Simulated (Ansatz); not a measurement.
The figure comes from a scan of La2O3 (A-La2O3 type, space group P-3m1): one La atom of a 5-atom cell moves by s along Cartesian z, with its periodic images. The numbers are results of PBE (plane waves to 420 eV, PAW, scalar-relativistic; Ansatz, an electronic-structure program), not measurements. k mesh 8×8×5 (Γ-centred), Fermi-Dirac smearing 0.05 eV. The energy includes the smearing's −TS. Left out: 1 of 11 points, with atoms too close for the PAW data. La2O3 is run without spin polarisation. La2O3 was relaxed with its symmetry unable to fall. The PAW data are Ansatz's earlier set. The zero of ΔE is the undisplaced structure.

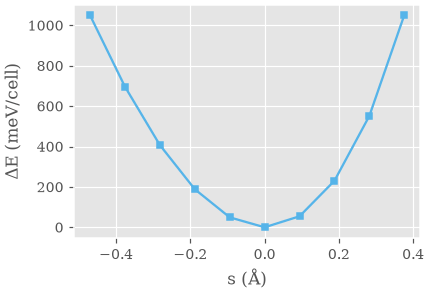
Fig. 1. ΔE (meV/cell) against s (Å); markers are the computed points, lines only join them.

Q: Read the plotted values off the figure, to the accuracy that the plot allows.

A: To the nearest 20:

| s (Å) | ΔE (meV/cell) |
|---|---|
| -0.470 | 1040 |
| -0.376 | 700 |
| -0.282 | 400 |
| -0.188 | 180 |
| -0.094 | 40 |
| 0.000 | 0 |
| 0.094 | 60 |
| 0.188 | 240 |
| 0.282 | 560 |
| 0.376 | 1060 |

(A displaced cell: forces are minus the slopes of the energy, force constants its curvatures, and phonons follow from these.)
